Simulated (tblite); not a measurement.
Geometry relaxation, with input and output: C$_{5}$H$_{13}$BSSi (part 4 of 4)

Continued. System: C$_{5}$H$_{13}$BSSi, SMILES C=CS[SiH2]CB(C)C. Method: GFN2-xTB geometry optimisation, gas phase (tblite 0.8.0). It belongs to a series of runs on one base structure; here: H on S replaced by vinyl.

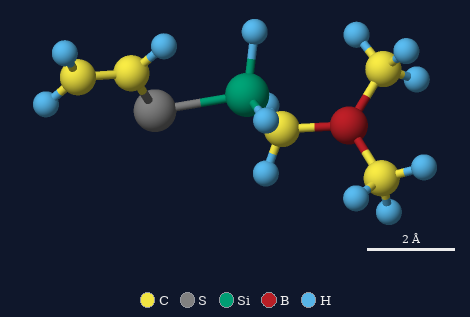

*The geometry at step 176 of the log (ball-and-stick view, seen at a tilt).*

## Trajectory as extended XYZ, continued
```
21
Properties=species:S:1:pos:R:3:forces:R:3 step=161 energy=-639.97271
C     4.9493    0.0273   -0.1527    0.0010  -0.0080   0.0140
C     3.6700   -0.1173    0.1449   -0.0300  -0.0040   0.0040
S     2.4019   -0.2027   -1.0689   -0.0050  -0.0010   0.0040
Si    0.6600   -0.1603    0.2119   -0.0180  -0.0220   0.0110
C    -0.8522   -0.3419   -0.9153    0.0030  -0.0020  -0.0020
B    -2.1181    0.0189   -0.0742    0.0020   0.0090  -0.0300
C    -2.6610    1.5000   -0.0901   -0.0010   0.0050   0.0000
C    -2.8257   -1.0757    0.8127    0.0350   0.0170  -0.0080
H     5.2852    0.1121   -1.1711   -0.0050  -0.0070   0.0060
H     5.6958    0.0598    0.6221    0.0120   0.0120  -0.0180
H     3.3188   -0.2023    1.1616    0.0110   0.0000   0.0020
H     0.8050   -1.2637    1.1668    0.0010   0.0150  -0.0110
H     0.7122    1.1088    0.9419    0.0100   0.0120   0.0040
H    -0.8625   -1.3711   -1.2762    0.0150   0.0130  -0.0230
H    -0.7047    0.3086   -1.7783    0.0000  -0.0100   0.0080
H    -3.3133    1.7365    0.7475   -0.0010   0.0200  -0.0120
H    -1.8569    2.2341   -0.1123   -0.0160  -0.0120   0.0030
H    -3.2419    1.6666   -0.9987    0.0050  -0.0070   0.0200
H    -2.3270   -2.0421    0.7994   -0.0320  -0.0130  -0.0040
H    -2.8884   -0.7503    1.8498   -0.0140  -0.0050   0.0260
H    -3.8551   -1.2282    0.4880    0.0270  -0.0120   0.0080
21
Properties=species:S:1:pos:R:3:forces:R:3 step=166 energy=-639.97384
C     4.9452    0.0182   -0.1399    0.0030  -0.0060  -0.0120
C     3.6669   -0.1477    0.1515    0.0040   0.0060   0.0110
S     2.4083   -0.2565   -1.0701   -0.0080  -0.0070   0.0030
Si    0.6600   -0.1232    0.1960    0.0010   0.0090   0.0010
C    -0.8517   -0.3333   -0.9265   -0.0020   0.0030  -0.0010
B    -2.1164    0.0126   -0.0773   -0.0020  -0.0060   0.0080
C    -2.6662    1.4914   -0.0763   -0.0030   0.0000  -0.0020
C    -2.8166   -1.0890    0.8078    0.0020   0.0010   0.0090
H     5.2830    0.1065   -1.1575   -0.0100  -0.0050   0.0030
H     5.6918    0.0663    0.6341   -0.0090   0.0010  -0.0020
H     3.3125   -0.2383    1.1667    0.0050   0.0030   0.0000
H     0.7901   -1.1758    1.2064   -0.0050  -0.0100   0.0020
H     0.7337    1.1814    0.8602   -0.0020   0.0010   0.0000
H    -0.8457   -1.3600   -1.2934    0.0050  -0.0040   0.0010
H    -0.7178    0.3205   -1.7886    0.0060   0.0130  -0.0020
H    -3.3140    1.7205    0.7665   -0.0050   0.0050   0.0020
H    -1.8676    2.2307   -0.0989    0.0070  -0.0040  -0.0010
H    -3.2546    1.6611   -0.9786   -0.0070  -0.0040  -0.0030
H    -2.3371   -2.0644    0.7707    0.0030   0.0050  -0.0060
H    -2.8583   -0.7806    1.8522    0.0150   0.0010  -0.0010
H    -3.8544   -1.2234    0.5040    0.0030  -0.0030  -0.0120
21
Properties=species:S:1:pos:R:3:forces:R:3 step=171 energy=-639.97409
C     4.9429    0.0170   -0.1385   -0.0210  -0.0030   0.0110
C     3.6644   -0.1501    0.1526    0.0110   0.0020  -0.0140
S     2.4065   -0.2690   -1.0694    0.0050  -0.0030   0.0060
Si    0.6581   -0.1212    0.1942   -0.0040  -0.0090   0.0040
C    -0.8535   -0.3307   -0.9295    0.0080   0.0070   0.0040
B    -2.1165    0.0130   -0.0765    0.0030   0.0060  -0.0060
C    -2.6673    1.4919   -0.0752    0.0020  -0.0060  -0.0010
C    -2.8116   -1.0903    0.8099    0.0040  -0.0030  -0.0100
H     5.2835    0.1025   -1.1553   -0.0130  -0.0070  -0.0020
H     5.6862    0.0711    0.6381    0.0020   0.0010  -0.0050
H     3.3093   -0.2376    1.1676    0.0060   0.0050   0.0040
H     0.7834   -1.1717    1.2085   -0.0060   0.0050  -0.0030
H     0.7362    1.1872    0.8501   -0.0020  -0.0030   0.0040
H    -0.8465   -1.3572   -1.2985    0.0040   0.0140   0.0030
H    -0.7175    0.3264   -1.7894   -0.0070  -0.0040   0.0060
H    -3.3142    1.7232    0.7681    0.0050  -0.0010  -0.0030
H    -1.8662    2.2289   -0.0993   -0.0130  -0.0020  -0.0050
H    -3.2573    1.6604   -0.9771    0.0050   0.0010   0.0040
H    -2.3304   -2.0643    0.7677    0.0130  -0.0070   0.0000
H    -2.8492   -0.7850    1.8551    0.0000   0.0010  -0.0050
H    -3.8490   -1.2275    0.5057   -0.0010   0.0060   0.0070
21
Properties=species:S:1:pos:R:3:forces:R:3 step=176 energy=-639.97485
C     4.9387   -0.0013   -0.1288    0.0010  -0.0150  -0.0160
C     3.6581   -0.1544    0.1599    0.0100   0.0140   0.0290
S     2.4050   -0.2863   -1.0647    0.0150  -0.0040  -0.0170
Si    0.6535   -0.1093    0.1876    0.0070   0.0140   0.0130
C    -0.8526   -0.3105   -0.9415   -0.0160  -0.0040  -0.0030
B    -2.1136    0.0145   -0.0808   -0.0210  -0.0100   0.0060
C    -2.6825    1.4856   -0.0773   -0.0010   0.0110  -0.0010
C    -2.7852   -1.0957    0.8145   -0.0060  -0.0030   0.0030
H     5.2814    0.0582   -1.1468   -0.0060  -0.0010   0.0040
H     5.6818    0.0619    0.6475   -0.0100   0.0030  -0.0040
H     3.2990   -0.2165    1.1758    0.0020   0.0010  -0.0080
H     0.7604   -1.1569    1.2058   -0.0010   0.0030   0.0140
H     0.7363    1.2042    0.8329    0.0050  -0.0080   0.0100
H    -0.8363   -1.3319   -1.3214   -0.0090  -0.0140  -0.0120
H    -0.7277    0.3576   -1.7935    0.0210   0.0070  -0.0120
H    -3.3227    1.7136    0.7717    0.0090  -0.0020   0.0090
H    -1.8870    2.2277   -0.1122   -0.0100   0.0210   0.0040
H    -3.2836    1.6499   -0.9722    0.0040  -0.0110  -0.0090
H    -2.2982   -2.0673    0.7637   -0.0080   0.0170  -0.0050
H    -2.8061   -0.7908    1.8610    0.0000  -0.0080  -0.0220
H    -3.8276   -1.2354    0.5277    0.0140  -0.0120   0.0180
21
Properties=species:S:1:pos:R:3:forces:R:3 step=181 energy=-639.97599
C     4.9462   -0.0578   -0.1196   -0.0240  -0.0140   0.0060
C     3.6595   -0.1470    0.1703    0.0170   0.0050  -0.0370
S     2.4091   -0.2413   -1.0619   -0.0270   0.0060   0.0440
Si    0.6508   -0.0710    0.1884   -0.0010  -0.0270  -0.0400
C    -0.8501   -0.2781   -0.9508    0.0230   0.0040   0.0010
B    -2.1197    0.0179   -0.0908    0.0290   0.0080  -0.0050
C    -2.7236    1.4758   -0.0874    0.0140  -0.0090   0.0010
C    -2.7524   -1.1050    0.8165   -0.0060   0.0020  -0.0050
H     5.2905   -0.0292   -1.1384   -0.0030  -0.0030   0.0060
H     5.6907   -0.0173    0.6563    0.0040   0.0100   0.0030
H     3.2933   -0.1770    1.1846    0.0060   0.0010   0.0010
H     0.7594   -1.1225    1.2034    0.0020   0.0170   0.0050
H     0.7210    1.2415    0.8354    0.0120   0.0020   0.0160
H    -0.8166   -1.2950   -1.3450   -0.0120   0.0280   0.0000
H    -0.7242    0.4057   -1.7918   -0.0070  -0.0290   0.0070
H    -3.3506    1.6925    0.7742   -0.0110   0.0020  -0.0050
H    -1.9487    2.2384   -0.1420   -0.0100   0.0090  -0.0030
H    -3.3453    1.6162   -0.9727    0.0020  -0.0050   0.0140
H    -2.2591   -2.0712    0.7428    0.0020  -0.0010  -0.0110
H    -2.7354   -0.8067    1.8641    0.0120   0.0090   0.0100
H    -3.8035   -1.2522    0.5732   -0.0220  -0.0160  -0.0070
21
Properties=species:S:1:pos:R:3:forces:R:3 step=186 energy=-639.97690
C     4.9474   -0.0984   -0.1112    0.0040   0.0000  -0.0040
C     3.6578   -0.1428    0.1732   -0.0090   0.0030   0.0110
S     2.4083   -0.2241   -1.0596   -0.0020   0.0040   0.0070
Si    0.6503   -0.0511    0.1858    0.0080   0.0060   0.0190
C    -0.8454   -0.2495   -0.9579   -0.0070   0.0000  -0.0020
B    -2.1169    0.0262   -0.0951   -0.0030   0.0000   0.0080
C    -2.7535    1.4694   -0.0939   -0.0030  -0.0020   0.0080
C    -2.7231   -1.1076    0.8183   -0.0010  -0.0030  -0.0060
H     5.2945   -0.1022   -1.1291    0.0160  -0.0030  -0.0060
H     5.6898   -0.0583    0.6671   -0.0050   0.0010  -0.0080
H     3.2880   -0.1392    1.1867    0.0000   0.0020   0.0030
H     0.7519   -1.1058    1.1973    0.0030   0.0000   0.0090
H     0.7227    1.2546    0.8498    0.0090  -0.0130  -0.0120
H    -0.8069   -1.2609   -1.3630   -0.0080  -0.0100  -0.0040
H    -0.7241    0.4408   -1.7929   -0.0020   0.0060  -0.0070
H    -3.3760    1.6777    0.7733   -0.0050  -0.0020  -0.0020
H    -2.0021    2.2535   -0.1662   -0.0020   0.0020  -0.0080
H    -3.3920    1.5823   -0.9711    0.0030   0.0040   0.0040
H    -2.2221   -2.0684    0.7266    0.0010   0.0000  -0.0030
H    -2.6784   -0.8134    1.8670    0.0050   0.0020  -0.0060
H    -3.7792   -1.2661    0.6038   -0.0020   0.0040  -0.0040
21
Properties=species:S:1:pos:R:3:forces:R:3 step=191 energy=-639.97722
C     4.9501   -0.1242   -0.1032    0.0060  -0.0010  -0.0040
C     3.6593   -0.1502    0.1784   -0.0030   0.0030   0.0000
S     2.4122   -0.2318   -1.0566   -0.0040  -0.0030  -0.0020
Si    0.6519   -0.0274    0.1809   -0.0040  -0.0050  -0.0030
C    -0.8450   -0.2303   -0.9629    0.0050   0.0010   0.0080
B    -2.1181    0.0299   -0.0966   -0.0050  -0.0040  -0.0020
C    -2.7763    1.4633   -0.0917   -0.0010   0.0020  -0.0060
C    -2.7063   -1.1145    0.8151    0.0060  -0.0020  -0.0010
H     5.3026   -0.1450   -1.1191    0.0010  -0.0010  -0.0050
H     5.6902   -0.0828    0.6769    0.0020   0.0010   0.0030
H     3.2875   -0.1306    1.1909   -0.0020   0.0040   0.0050
H     0.7467   -1.0653    1.2108   -0.0020   0.0030   0.0010
H     0.7362    1.2890    0.8202    0.0000  -0.0020   0.0000
H    -0.8020   -1.2396   -1.3740    0.0000   0.0030   0.0040
H    -0.7305    0.4654   -1.7947    0.0020  -0.0010   0.0040
H    -3.3947    1.6638    0.7802    0.0040  -0.0010   0.0020
H    -2.0401    2.2606   -0.1765    0.0020  -0.0010   0.0060
H    -3.4255    1.5622   -0.9626   -0.0040  -0.0020  -0.0020
H    -2.2064   -2.0736    0.7019   -0.0020  -0.0010  -0.0020
H    -2.6336   -0.8302    1.8649    0.0010  -0.0010  -0.0010
H    -3.7674   -1.2718    0.6266   -0.0010   0.0080  -0.0050
```

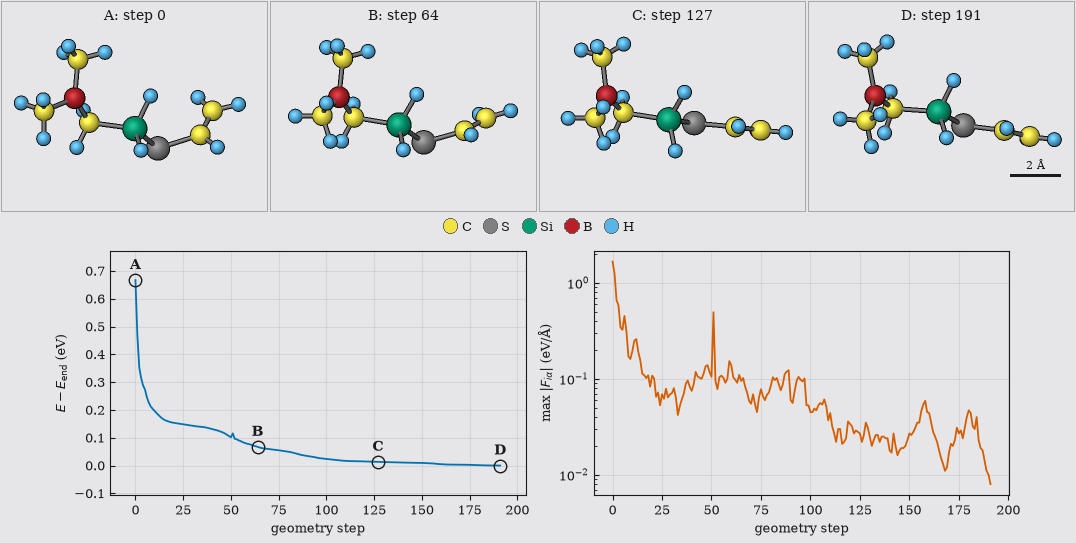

*Frames of the relaxation (ball-and-stick view, seen at a tilt) above the curves, on which the letters mark them (steps are counted from 0).*

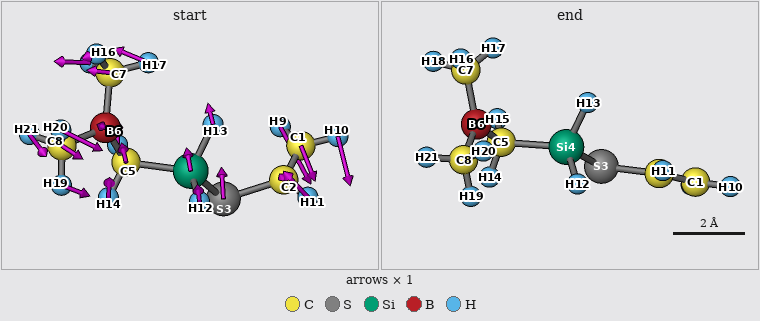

*Before (left) and after (right) the relaxation, at one scale (ball-and-stick view, seen at a tilt). The pink arrows give the displacements, at true length.*

The energy falls by 0.667 eV in 191 geometry steps. The largest force component goes from 1.7 to 0.008 eV/Å. The largest move after the best rigid fit is that of H9, 1.88 Å. By element the largest moves are H 1.88 Å, C 1.13 Å, S 0.98 Å, Si 0.74 Å, B 0.37 Å. Among the contacts that change: C5–H15 1.137 → 1.090 Å, C7–H17 1.131 → 1.089 Å, C2–S3 1.797 → 1.757 Å, C5–H14 1.124 → 1.091 Å. Among the angles that change: B6–C5–H15 105.1° → 113.7°, B6–C7–H16 107.4° → 114.0°, S3–Si4–C5 112.2° → 106.7°. (Atoms are counted from 1 in the order of the input.)

The run was set up as follows.

## Input
```
{"job": {"kind": "relax", "xc": "GFN2-xTB", "basis": "xTB"}, "charge": 0, "multiplicity": 1}
C      4.434600     0.815800    -0.448400
C      3.888800    -0.295300     0.035500
S      2.521200    -1.135600    -0.772700
Si     0.798800    -0.698500     0.456300
C     -0.793100    -0.779800    -0.507000
B     -1.971200    -0.032000     0.244900
C     -2.064500     1.544800     0.065900
C     -3.301400    -0.840300     0.480800
H      4.097900     1.300900    -1.340100
H      5.254900     1.250600     0.121700
H      4.307500    -0.719100     0.969300
H      0.716600    -1.616300     1.626400
H      0.991200     0.684000     0.949800
H     -1.040400    -1.858600    -0.702800
H     -0.698900    -0.251700    -1.509700
H     -2.887100     1.907400     0.729200
H     -1.105900     2.037800     0.407900
H     -2.257100     1.797700    -0.997500
H     -3.104300    -1.944100     0.516700
H     -3.840300    -0.503800     1.388400
H     -3.956200    -0.646900    -0.405700
```

The first line tells a small driver script what to run in tblite; the rest is the geometry in Å.

Command:
```bash
OMP_NUM_THREADS=1 python <driver script> task.json out
```

## Results in brief

| quantity | value |
| --- | --- |
| outcome | converged |
| total energy | −639.9772 eV |
| hardware | 1 CPU thread, shared host |
| wall time | 1.6 s |
| peak memory | 0.18 GiB |
